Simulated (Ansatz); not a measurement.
# CH6O2Si: a spread of methods and bases

Aim: run CH6O2Si under a spread of inputs, and see what each costs and gives.

Method: the settings change from run to run; program: Ansatz 0.2.0, Gaussian basis.

## 1. The relaxed structure

An earlier PBE0-D4 in a triple-zeta def2 set relaxation fixed the geometry.

10 atoms, charge 0, spin multiplicity 1.

Atoms are counted from 1 here; the program's logs count them from 0.

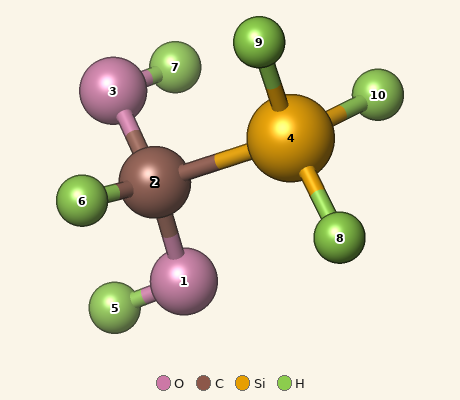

The geometry (oxygen pink, carbon brown, silicon amber, hydrogen green); atoms are numbered from 1 in the order of the file.

Coordinates:

```mol
CH6O2Si
  3D, bonds by distance, orders not assigned

 10  9  0  0  0  0  0  0  0  0999 V2000
   -0.7922    0.0974   -1.4110 O   0  0
   -0.3721    0.5229   -0.1412 C   0  0
    0.6040    1.5355   -0.2182 O   0  0
    0.2665   -1.0171    0.7916 Si  0  0
   -1.1730    0.8537   -1.8714 H   0  0
   -1.1978    0.9924    0.4089 H   0  0
    1.3837    1.1672   -0.6473 H   0  0
   -0.7272   -2.1197    0.7757 H   0  0
    0.5678   -0.6330    2.1944 H   0  0
    1.5232   -1.4504    0.1215 H   0  0
  1  2  8  0
  2  3  8  0
  2  4  8  0
  1  5  8  0
  2  6  8  0
  3  7  8  0
  4  8  8  0
  4  9  8  0
  4 10  8  0
M  END
```

## 2. B97M-V/6-31++G**

Set apart from the defaults: charge -1, multiplicity 2.

The input, in.yaml:

```yaml
crystal:
  periodic: [false, false, false]
  atoms:
    - {symbol: O, position_ang: [-0.792207, 0.097367, -1.411038]}
    - {symbol: C, position_ang: [-0.372097, 0.522890, -0.141185]}
    - {symbol: O, position_ang: [0.604006, 1.535520, -0.218238]}
    - {symbol: Si, position_ang: [0.266542, -1.017106, 0.791644]}
    - {symbol: H, position_ang: [-1.172967, 0.853667, -1.871404]}
    - {symbol: H, position_ang: [-1.197799, 0.992352, 0.408935]}
    - {symbol: H, position_ang: [1.383748, 1.167170, -0.647320]}
    - {symbol: H, position_ang: [-0.727228, -2.119730, 0.775656]}
    - {symbol: H, position_ang: [0.567837, -0.632950, 2.194379]}
    - {symbol: H, position_ang: [1.523163, -1.450381, 0.121470]}
basis:
  gaussian: {orbitals: "6-31++G**"}
total_charge: -1
magnetization: {spin_polarized: true, initial_magnetization: 1}
hamiltonian: {xc: {name: B97M-V}}
output: {forces: true}
```

Run with:

```
ansatz run in.yaml --threads 2 --pin off --events-out ev --progress --plain --max-ram 4352MiB
```

Output, cut to the lines that bear on the results:

```text
Functional definition: B97M-V
  name "B97M-V"
  cite "Mardirossian & Head-Gordon, J. Chem. Phys. 142, 074111 (2015) doi:10.1063/1.4907719"
  cite "Becke, J. Chem. Phys. 107, 8554 (1997) doi:10.1063/1.475007"
  cite "Vydrov & Van Voorhis, J. Chem. Phys. 133, 244103 (2010) doi:10.1063/1.3521275"
  # Of w^i u^j: cxij and so on, Table III.
[...]
  gx(w, u) = cx00 + cx01*u + cx02*u^2 + (cx10 + cx11*u)*w
  gss(w, u) = css00 + css02*u^2 + css10*w + (css32*w^3 + css42*w^4)*u^2
  gos(w, u) = cos00 + cos01*u + cos03*u^3 + cos10*w + cos32*w^3*u^2
[...]
      + integral(e_c_pw_mod_opposite_spin*gos(b97_w_opposite, b97_u_opposite)) + vv10(b, c)
1115 factors; their error is unknown
[...]
mean field -13102.01724080 eV, -481.4902527333 hartree, gradient 4.0e-5 eV, S^2 0.752468; 5 other end points of the search recorded, 0 dependent functions left out
[...]
reference -13102.01730417 eV, -481.4902550619 hartree; 22, 21 occupied and 94, 95 virtual orbitals, 1115 factors
Total energy: -13102.01730417 eV, -481.4902550619 hartree
Atom 0 at    -0.792207     0.097367    -1.411038 Å, force     0.136634    -0.494520     0.080059 eV/Å
Atom 1 at    -0.372097     0.522890    -0.141185 Å, force    -0.062331    -0.202050     0.089816 eV/Å
Atom 2 at     0.604006     1.535520    -0.218238 Å, force    -0.032558     0.416473     0.221718 eV/Å
Atom 3 at     0.266542    -1.017106     0.791644 Å, force     0.008812     0.172299    -0.301064 eV/Å
Atom 4 at    -1.172967     0.853667    -1.871404 Å, force    -0.251536     0.407883    -0.223595 eV/Å
Atom 5 at    -1.197799     0.992352     0.408935 Å, force     0.045880     0.012683    -0.030857 eV/Å
Atom 6 at     1.383748     1.167170    -0.647320 Å, force     0.192460    -0.100576    -0.154831 eV/Å
Atom 7 at    -0.727228    -2.119730     0.775656 Å, force    -0.190811    -0.209276     0.021145 eV/Å
Atom 8 at     0.567837    -0.632950     2.194379 Å, force     0.069284     0.066613     0.283150 eV/Å
Atom 9 at     1.523163    -1.450381     0.121470 Å, force     0.084166    -0.069528     0.014458 eV/Å
Dipole moment:     0.178336    -0.284837     0.294276 e Å
```

It took 25 s on 2 threads of Arm Neoverse V1, shared host.

Largest force 0.529 eV/Å, ⟨S²⟩ 0.752.

## 3. CAM-B3LYP/x2c-TZVPPall

Set apart from the defaults: D4 dispersion.

in.yaml, as its differences from that of step 2:

```diff
@@ -14,6 +14,4 @@
 basis:
-  gaussian: {orbitals: "6-31++G**"}
-total_charge: -1
-magnetization: {spin_polarized: true, initial_magnetization: 1}
-hamiltonian: {xc: {name: B97M-V}}
+  gaussian: {orbitals: x2c-TZVPPall}
+hamiltonian: {xc: {name: CAM-B3LYP}, dispersion: d4}
 output: {forces: true}
```

Same command.

Output, cut to the lines that bear on the results:

```text
Functional definition: CAM-B3LYP
  name "CAM-B3LYP"
  cite "Yanai, Tew & Handy, Chem. Phys. Lett. 393, 51 (2004) doi:10.1016/j.cplett.2004.06.011"
  cite "Iikura, Tsuneda, Yanai & Hirao, J. Chem. Phys. 115, 3540 (2001) doi:10.1063/1.1383587"
  cite "Becke, Phys. Rev. A 38, 3098 (1988) doi:10.1103/PhysRevA.38.3098"
  cite "Lee, Yang & Parr, Phys. Rev. B 37, 785 (1988) doi:10.1103/PhysRevB.37.785"
  cite "Vosko, Wilk & Nusair, Can. J. Phys. 58, 1200 (1980) doi:10.1139/p80-159"
[...]
  # Exact exchange under (alpha + beta erf(omega r))/r, Becke's under what is left of 1/r.
[...]
1138 factors; their error is unknown
288 factors; integrals over basis functions are off by at most 1.5e-5 eV
[...]
mean field -13126.67381728 eV, -482.3963652058 hartree, gradient 3.3e-5 eV, S^2 0.000000; 0 other end points of the search recorded, 0 dependent functions left out
[...]
Relativity: scalar
Atom 0 at    -0.792207     0.097367    -1.411038 Å, force    -0.050146     0.119439    -0.098644 eV/Å
Atom 1 at    -0.372097     0.522890    -0.141185 Å, force    -0.120823    -0.136414     0.332440 eV/Å
Atom 2 at     0.604006     1.535520    -0.218238 Å, force     0.119213    -0.027051    -0.089016 eV/Å
Atom 3 at     0.266542    -1.017106     0.791644 Å, force     0.044016    -0.046208     0.035210 eV/Å
Atom 4 at    -1.172967     0.853667    -1.871404 Å, force     0.013430    -0.080529    -0.022252 eV/Å
Atom 5 at    -1.197799     0.992352     0.408935 Å, force     0.074773    -0.050391    -0.089170 eV/Å
Atom 6 at     1.383748     1.167170    -0.647320 Å, force    -0.010213     0.079960     0.020004 eV/Å
Atom 7 at    -0.727228    -2.119730     0.775656 Å, force     0.101309     0.132713    -0.005637 eV/Å
Atom 8 at     0.567837    -0.632950     2.194379 Å, force    -0.035793    -0.041288    -0.150541 eV/Å
Atom 9 at     1.523163    -1.450381     0.121470 Å, force    -0.135766     0.049767     0.067606 eV/Å
Dipole moment:    -0.035989     0.053253    -0.060741 e Å
```

It took 6.5 s on 2 threads of Arm Neoverse V1, shared host; peak memory 0.58 GiB.

Largest force 0.379 eV/Å, dipole 0.42 D.

## 4. BCCD(T)/6-31G

Set apart from the defaults: a point charge of 2.00 e beside it, correlated electrons set to all.

in.yaml, as its differences from that of step 3:

```diff
@@ -14,4 +14,4 @@
 basis:
-  gaussian: {orbitals: x2c-TZVPPall}
-hamiltonian: {xc: {name: CAM-B3LYP}, dispersion: d4}
-output: {forces: true}
+  gaussian: {orbitals: 6-31G, point_charges: [{charge: 2.00, position_ang: [5.063, 0.828, -0.356]}]}
+hamiltonian: {xc: {name: HF}}
+correlation: {method: bccd_t, electrons: all}
```

Launched as before.

Output, cut to the lines that bear on the results:

```text
Functional definition: HF
  name "HF"
  cite "Fock, Z. Phys. 61, 126 (1930) doi:10.1007/BF01340294"
  parent pbe
[...]
609 factors; integrals over basis functions are off by at most 2.3e-4 eV
[...]
mean field -13056.99703821 eV, -479.8357908038 hartree, gradient 5.0e-6 eV, S^2 0.000000; 0 other end points of the search recorded, 0 dependent functions left out
reference -13056.99703821 eV, -479.8357908038 hartree; 21, 21 occupied and 31, 31 virtual orbitals, 609 factors
second order -10.82720429 eV of doubles, -0.00000000 eV of singles
cycle   1  -11.22242306 eV  change   -4.0e-1 eV  update   9.0e-2
[...]
cycle   9  -11.71014833 eV  change   -2.6e-5 eV  update   2.3e-5
perturbative correction -0.25505032 eV, -0.0093729263 hartree
Total energy: -13068.96223686 eV, -480.2755037438 hartree
```

Wall time 2 s (2 threads of Arm Neoverse V1, shared host).

## 5. PBE-QIDH/aug-cc-pVDZ

in.yaml, as its differences from that of step 4:

```diff
@@ -14,4 +14,3 @@
 basis:
-  gaussian: {orbitals: 6-31G, point_charges: [{charge: 2.00, position_ang: [5.063, 0.828, -0.356]}]}
-hamiltonian: {xc: {name: HF}}
-correlation: {method: bccd_t, electrons: all}
+  gaussian: {orbitals: aug-cc-pVDZ}
+hamiltonian: {xc: {name: PBE-QIDH}}
```

Launched as before.

Output, cut to the lines that bear on the results:

```text
Functional definition: PBE-QIDH
  name "PBE-QIDH"
  cite "Brémond, Sancho-García, Pérez-Jiménez & Adamo, J. Chem. Phys. 141, 031101 (2014) doi:10.1063/1.4890314"
  cite "Perdew, Burke & Ernzerhof, Phys. Rev. Lett. 77, 3865 (1996) doi:10.1103/PhysRevLett.77.3865"
[...]
1456 factors; integrals over basis functions are off by at most 6.1e-4 eV
[...]
mean field -13086.74166191 eV, -480.9288855632 hartree, gradient 2.3e-6 eV, S^2 0.000000; 0 other end points of the search recorded, 0 dependent functions left out
8 core orbitals not correlated: weight in the atoms' cores, before any rotation towards them, 1.000 or more for the frozen orbitals, at most 0.000 for the correlated occupied ones
reference -13086.74168198 eV, -480.9288863007 hartree; 13, 13 occupied and 129, 129 virtual orbitals, 1456 factors
second order -20.32446133 eV of doubles, -0.00000000 eV of singles
Total energy: -13093.51650242 eV, -481.1778563598 hartree
```

Run time: 5.5 s. Hardware: 2 threads of Arm Neoverse V1, shared host.

## 6. r2SCAN0/x2c-TZVPPall

Set apart from the defaults: coordinates scaled by 0.96.

The input, in.yaml:

```yaml
crystal:
  periodic: [false, false, false]
  atoms:
    - {symbol: O, position_ang: [-0.760518, 0.093473, -1.354596]}
    - {symbol: C, position_ang: [-0.357213, 0.501974, -0.135537]}
    - {symbol: O, position_ang: [0.579846, 1.474099, -0.209509]}
    - {symbol: Si, position_ang: [0.255880, -0.976421, 0.759979]}
    - {symbol: H, position_ang: [-1.126048, 0.819520, -1.796548]}
    - {symbol: H, position_ang: [-1.149887, 0.952658, 0.392577]}
    - {symbol: H, position_ang: [1.328398, 1.120483, -0.621427]}
    - {symbol: H, position_ang: [-0.698139, -2.034941, 0.744630]}
    - {symbol: H, position_ang: [0.545124, -0.607632, 2.106604]}
    - {symbol: H, position_ang: [1.462237, -1.392366, 0.116611]}
basis:
  gaussian: {orbitals: x2c-TZVPPall}
hamiltonian: {xc: {name: r2SCAN0}}
```

Same command.

Output, cut to the lines that bear on the results:

```text
Functional definition: r2SCAN0
  name "r2SCAN0"
  cite "Bursch, Neugebauer, Ehlert & Grimme, J. Chem. Phys. 156, 134105 (2022) doi:10.1063/5.0086040"
  cite "Furness, Kaplan, Ning, Perdew & Sun, J. Phys. Chem. Lett. 11, 8208 (2020) doi:10.1021/acs.jpclett.0c02405"
  cite "Furness, Kaplan, Ning, Perdew & Sun, J. Phys. Chem. Lett. 11, 9248 (2020) doi:10.1021/acs.jpclett.0c03077"
  parent r2scan
[...]
1138 factors; their error is unknown
[...]
mean field -13123.57656398 eV, -482.2825432466 hartree, gradient 7.5e-5 eV, S^2 0.000000; 0 other end points of the search recorded, 0 dependent functions left out
reference -13123.57657310 eV, -482.2825435816 hartree; 21, 21 occupied and 198, 198 virtual orbitals, 1138 factors
Total energy: -13123.57657310 eV, -482.2825435816 hartree
Relativity: scalar
```

It took 6 s on 2 threads of Arm Neoverse V1, shared host.

## 7. LC-wPBE/def2-mTZVP

Options: charge +1, multiplicity 2.

The input, in.yaml:

```yaml
crystal:
  periodic: [false, false, false]
  atoms:
    - {symbol: O, position_ang: [-0.792207, 0.097367, -1.411038]}
    - {symbol: C, position_ang: [-0.372097, 0.522890, -0.141185]}
    - {symbol: O, position_ang: [0.604006, 1.535520, -0.218238]}
    - {symbol: Si, position_ang: [0.266542, -1.017106, 0.791644]}
    - {symbol: H, position_ang: [-1.172967, 0.853667, -1.871404]}
    - {symbol: H, position_ang: [-1.197799, 0.992352, 0.408935]}
    - {symbol: H, position_ang: [1.383748, 1.167170, -0.647320]}
    - {symbol: H, position_ang: [-0.727228, -2.119730, 0.775656]}
    - {symbol: H, position_ang: [0.567837, -0.632950, 2.194379]}
    - {symbol: H, position_ang: [1.523163, -1.450381, 0.121470]}
basis:
  gaussian: {orbitals: def2-mTZVP}
total_charge: 1
magnetization: {spin_polarized: true, initial_magnetization: 1}
hamiltonian: {xc: {name: LC-wPBE}}
```

Launched as before.

Output, cut to the lines that bear on the results:

```text
Functional definition: LC-wPBE
  name "LC-wPBE"
  cite "Vydrov & Scuseria, J. Chem. Phys. 125, 234109 (2006) doi:10.1063/1.2409292"
  cite "Heyd & Scuseria, J. Chem. Phys. 120, 7274 (2004) doi:10.1063/1.1668634"
  cite "Ernzerhof & Perdew, J. Chem. Phys. 109, 3313 (1998) doi:10.1063/1.476928"
  cite "Perdew, Burke & Ernzerhof, Phys. Rev. Lett. 77, 3865 (1996) doi:10.1103/PhysRevLett.77.3865"
  parent pbe
[...]
966 factors; their error is unknown
399 factors; integrals over basis functions are off by at most 1.9e-5 eV
[...]
mean field -13091.92098129 eV, -481.1192220396 hartree, gradient 1.9e-5 eV, S^2 0.755160; 2 other end points of the search recorded, 0 dependent functions left out
reference -13091.92098130 eV, -481.1192220399 hartree; 21, 20 occupied and 86, 87 virtual orbitals, 966 factors
Total energy: -13091.92098130 eV, -481.1192220399 hartree
```

It took 6 s on 2 threads of Arm Neoverse V1, shared host.

⟨S²⟩ 0.755.

## 8. wB97X/def2-TZVP

Options: charge -1, multiplicity 2, atoms shaken by 0.03 Å.

The input, in.yaml:

```yaml
crystal:
  periodic: [false, false, false]
  atoms:
    - {symbol: O, position_ang: [-0.755566, 0.071480, -1.382736]}
    - {symbol: C, position_ang: [-0.393513, 0.483337, -0.086427]}
    - {symbol: O, position_ang: [0.661873, 1.586097, -0.230548]}
    - {symbol: Si, position_ang: [0.277518, -1.030227, 0.765232]}
    - {symbol: H, position_ang: [-1.177853, 0.866772, -1.859727]}
    - {symbol: H, position_ang: [-1.213488, 0.963644, 0.460081]}
    - {symbol: H, position_ang: [1.410391, 1.166632, -0.682250]}
    - {symbol: H, position_ang: [-0.719846, -2.062456, 0.735663]}
    - {symbol: H, position_ang: [0.574788, -0.565210, 2.163998]}
    - {symbol: H, position_ang: [1.532044, -1.422089, 0.146373]}
basis:
  gaussian: {orbitals: def2-TZVP}
total_charge: -1
magnetization: {spin_polarized: true, initial_magnetization: 1}
hamiltonian: {xc: {name: wB97X}}
output: {forces: true}
```

The command is unchanged.

Output, cut to the lines that bear on the results:

```text
Functional definition: wB97X
  name "wB97X"
  cite "Chai & Head-Gordon, J. Chem. Phys. 128, 084106 (2008) doi:10.1063/1.2834918"
  cite "Becke, J. Chem. Phys. 107, 8554 (1997) doi:10.1063/1.475007"
[...]
  # The coefficients of nought are those of the uniform gas.
[...]
      + exact_x_lr(omega)
[...]
      + integral(e_c_pw_opposite_spin*poly(b97_u_opposite, 1, cos1, cos2, cos3, cos4))
998 factors; their error is unknown
271 factors; integrals over basis functions are off by at most 1.4e-5 eV
[...]
mean field -13104.32249513 eV, -481.5749692671 hartree, gradient 1.7e-5 eV, S^2 0.752493; 6 other end points of the search recorded, 0 dependent functions left out
[...]
reference -13104.32248131 eV, -481.5749687595 hartree; 22, 21 occupied and 144, 145 virtual orbitals, 998 factors
Total energy: -13104.32248131 eV, -481.5749687595 hartree
Atom 0 at    -0.755566     0.071480    -1.382736 Å, force    -1.086737     1.263165    -0.917416 eV/Å
Atom 1 at    -0.393513     0.483337    -0.086427 Å, force     1.497459     1.974395    -1.192494 eV/Å
Atom 2 at     0.661873     1.586097    -0.230548 Å, force    -1.689024    -1.077256     0.562744 eV/Å
Atom 3 at     0.277518    -1.030227     0.765232 Å, force     1.324750    -0.355527     1.046043 eV/Å
Atom 4 at    -1.177853     0.866772    -1.859727 Å, force     0.706160    -1.264092     1.047626 eV/Å
Atom 5 at    -1.213488     0.963644     0.460081 Å, force    -0.097681     0.349571    -0.120991 eV/Å
Atom 6 at     1.410391     1.166632    -0.682250 Å, force    -0.112882    -0.357823     0.113731 eV/Å
Atom 7 at    -0.719846    -2.062456     0.735663 Å, force    -1.019615    -0.684190    -0.312259 eV/Å
Atom 8 at     0.574788    -0.565210     2.163998 Å, force    -0.099235     0.433201     0.167893 eV/Å
Atom 9 at     1.532044    -1.422089     0.146373 Å, force     0.576806    -0.281443    -0.394876 eV/Å
Dipole moment:    -0.277033     0.484355    -0.451720 e Å
```

Wall time 48 s (2 threads of Arm Neoverse V1, shared host); peak memory 0.74 GiB.

Largest force 2.750 eV/Å, ⟨S²⟩ 0.752.

## 9. revPBE/aug-pcseg-2

Set apart from the defaults: charge +1, multiplicity 2, density fitting with cc-pVTZ-jkfit, D4 dispersion.

The input, in.yaml:

```yaml
crystal:
  periodic: [false, false, false]
  atoms:
    - {symbol: O, position_ang: [-0.792207, 0.097367, -1.411038]}
    - {symbol: C, position_ang: [-0.372097, 0.522890, -0.141185]}
    - {symbol: O, position_ang: [0.604006, 1.535520, -0.218238]}
    - {symbol: Si, position_ang: [0.266542, -1.017106, 0.791644]}
    - {symbol: H, position_ang: [-1.172967, 0.853667, -1.871404]}
    - {symbol: H, position_ang: [-1.197799, 0.992352, 0.408935]}
    - {symbol: H, position_ang: [1.383748, 1.167170, -0.647320]}
    - {symbol: H, position_ang: [-0.727228, -2.119730, 0.775656]}
    - {symbol: H, position_ang: [0.567837, -0.632950, 2.194379]}
    - {symbol: H, position_ang: [1.523163, -1.450381, 0.121470]}
basis:
  gaussian: {orbitals: aug-pcseg-2, fitting: {mean_field: cc-pVTZ-jkfit}}
total_charge: 1
magnetization: {spin_polarized: true, initial_magnetization: 1}
hamiltonian: {xc: {name: revPBE}, dispersion: d4}
```

The command is unchanged.

Output:

```text
Functional definition: revPBE
  name "revPBE"
  cite "Zhang & Yang, Phys. Rev. Lett. 80, 890 (1998) doi:10.1103/PhysRevLett.80.890"
  cite "Perdew, Burke & Ernzerhof, Phys. Rev. Lett. 77, 3865 (1996) doi:10.1103/PhysRevLett.77.3865"
  parameter kappa = 1.245
  parameter beta = 0.06672455060314922
  exchange = pbe_x(kappa = kappa, mu = beta*pi^2/3)
  correlation = pbe_c(beta = beta)
538 factors; integrals over basis functions are off by at most 8.2e-1 eV
mean field evaluation 1: about -13072.2440 eV, gradient 7.4e1 eV
mean field evaluation 2: about -12646.0302 eV, gradient 2.4e2 eV
mean field evaluation 4: about -13088.8312 eV, gradient 3.5e1 eV
mean field evaluation 8: about -13095.6105 eV, gradient 3.4e0 eV
mean field evaluation 16: about -13095.6600 eV, gradient 1.5e-3 eV
mean field evaluation 32: about -13095.1927 eV, gradient 3.7e0 eV
mean field -13095.65996010 eV, -481.2566269765 hartree, gradient 4.8e-5 eV, S^2 0.751945; 6 other end points of the search recorded, 0 dependent functions left out
reference -13095.66002793 eV, -481.2566294693 hartree; 21, 20 occupied and 305, 306 virtual orbitals, 538 factors
Total energy: -13096.12569523 eV, -481.2737424268 hartree
```

Run time: 20 s. Hardware: 2 threads of Arm Neoverse V1, shared host; peak memory 0.87 GiB.

⟨S²⟩ 0.752.

## 10. r2SCAN0/def2-mTZVP

This run has atoms shaken by 0.08 Å, a grid of angular degree 47.

The input, in.yaml:

```yaml
crystal:
  periodic: [false, false, false]
  atoms:
    - {symbol: O, position_ang: [-0.833668, 0.209288, -1.464660]}
    - {symbol: C, position_ang: [-0.487723, 0.383032, -0.116696]}
    - {symbol: O, position_ang: [0.461312, 1.491745, -0.309991]}
    - {symbol: Si, position_ang: [0.269032, -1.052368, 0.732031]}
    - {symbol: H, position_ang: [-1.169560, 0.898062, -1.892088]}
    - {symbol: H, position_ang: [-1.296449, 0.852514, 0.221227]}
    - {symbol: H, position_ang: [1.260599, 1.108821, -0.774944]}
    - {symbol: H, position_ang: [-0.691691, -2.164455, 0.779643]}
    - {symbol: H, position_ang: [0.570011, -0.633770, 2.266436]}
    - {symbol: H, position_ang: [1.496059, -1.439044, 0.115501]}
basis:
  gaussian: {orbitals: def2-mTZVP, final_grid: {core_spheres: 20, valence_spheres: 16, degree: 47}}
hamiltonian: {xc: {name: r2SCAN0}}
```

Same command.

Output, cut to the lines that bear on the results:

```text
Functional definition: r2SCAN0
  name "r2SCAN0"
  cite "Bursch, Neugebauer, Ehlert & Grimme, J. Chem. Phys. 156, 134105 (2022) doi:10.1063/5.0086040"
  cite "Furness, Kaplan, Ning, Perdew & Sun, J. Phys. Chem. Lett. 11, 8208 (2020) doi:10.1021/acs.jpclett.0c02405"
  cite "Furness, Kaplan, Ning, Perdew & Sun, J. Phys. Chem. Lett. 11, 9248 (2020) doi:10.1021/acs.jpclett.0c03077"
  parent r2scan
[...]
975 factors; their error is unknown
[...]
mean field -13102.06437836 eV, -481.4919850066 hartree, gradient 4.9e-5 eV, S^2 0.000000; 0 other end points of the search recorded, 0 dependent functions left out
reference -13102.06438751 eV, -481.4919853430 hartree; 21, 21 occupied and 86, 86 virtual orbitals, 975 factors
Total energy: -13102.06438751 eV, -481.4919853430 hartree
```

Wall time 3.9 s (2 threads of Arm Neoverse V1, shared host).

## 11. The runs in one table

| level | charge | multiplicity | geometry | functions | energy (eV) | time |
| --- | --- | --- | --- | --- | --- | --- |
| B97M-V/6-31++G** | -1 | 2 | relaxed | 116 | -13102.017 | 25 s |
| CAM-B3LYP/x2c-TZVPPall | 0 | 1 | relaxed | 219 | -13126.814 | 6.5 s |
| BCCD(T)/6-31G | 0 | 1 | relaxed, point charge | 52 | -13068.962 | 2 s |
| PBE-QIDH/aug-cc-pVDZ | 0 | 1 | relaxed | 150 | -13093.517 | 5.5 s |
| r2SCAN0/x2c-TZVPPall | 0 | 1 | scaled | 219 | -13123.577 | 6 s |
| LC-wPBE/def2-mTZVP | 1 | 2 | relaxed | 107 | -13091.921 | 6 s |
| wB97X/def2-TZVP | -1 | 2 | shaken | 166 | -13104.322 | 48 s |
| revPBE/aug-pcseg-2 | 1 | 2 | relaxed | 326 | -13096.126 | 20 s |
| r2SCAN0/def2-mTZVP | 0 | 1 | shaken | 107 | -13102.064 | 3.9 s |

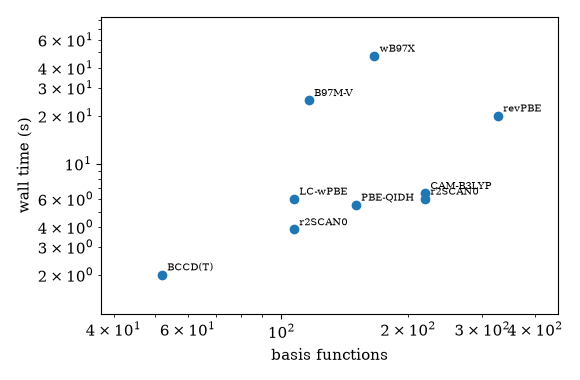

Wall time against the number of basis functions (shared host).

## 12. What came out

| quantity | value |
| --- | --- |
| runs | 9 |
| quickest | BCCD(T)/6-31G, 2 s |
| slowest | wB97X/def2-TZVP, 48 s |
| spread of total energies, same state and geometry | 33.3 eV |

Run time spans a factor of 24, from BCCD(T)/6-31G to wB97X/def2-TZVP. The jobs differ in tasks and options as well as level. The totals spread over 33 eV; they can't be compared across methods or bases. Some of these runs are scalar-relativistic and others not, which shifts the totals of all-electron atoms past neon by eV; core potentials, where a basis has them, take the core out of the total altogether. At the PBE0-D4/def2-TZVP geometry and in the same state, runs without warnings or point charges leave forces up to 0.38 eV/Å (CAM-B3LYP/x2c-TZVPPall).
